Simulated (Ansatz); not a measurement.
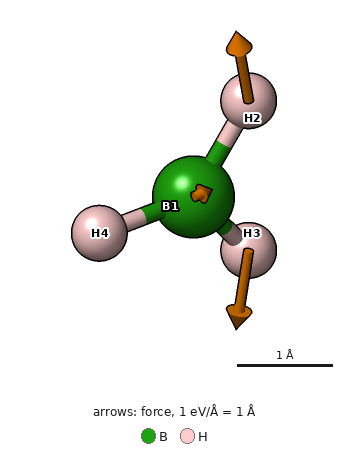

Starting geometry of BH3 with the computed forces as orange arrows. A ball-and-stick model, seen at a tilt.

The run prepares an end point of a later path (reaction) calculation, from a guessed geometry.

Method: Ansatz 0.2.0, RKS PBE0-D4/def2-SVP.

Input
```yaml
crystal:
  periodic: [false, false, false]
  atoms:
    - { symbol: B, position_ang: [0.257942, 0.0, 0.148937] }
    - { symbol: H, position_ang: [0.394653, 0.0, 1.32465] }
    - { symbol: H, position_ang: [1.344521, 0.0, -0.320464] }
    - { symbol: H, position_ang: [-0.784616, 0.0, -0.453024] }
basis:
  gaussian: { orbitals: def2-SVP }
hamiltonian:
  xc: pbe0
  dispersion: d4
relax:
  f_tol: 0.03
  max_steps: 50
```

Command:
```bash
ansatz run input.yaml --threads 1 --pin off --max-ram 2048MiB --backend cpu --events-out ev --progress --plain --runs-dir out
```

> Is this structure relaxed? If not, where do the atoms go?

It isn't relaxed: the largest force vector, on H atoms, is 0.97 eV/Å. The atoms end up moving mostly along the starting forces (cosine between the two patterns 0.91). After 2 geometry steps the energy has fallen by 10.5 kJ/mol. The largest force component goes from 0.91 to 0.0035 eV/Å. The largest moves after the best rigid fit, 0.11 Å, are those of H2 and H3. Largest moves by element: H 0.11 Å, B 0.05 Å. Among the contacts that change: B1–H2 1.184 → 1.207 Å. Bond angles that change, for instance: H2–B1–H3 106.7° → 120.0°, H2–B1–H4 126.6° → 120.0°. The run took 0.67 s on 1 thread of Intel(R) Xeon(R) 6975P-C (Granite Rapids), with other jobs on the host, peak memory 0.093 GiB.
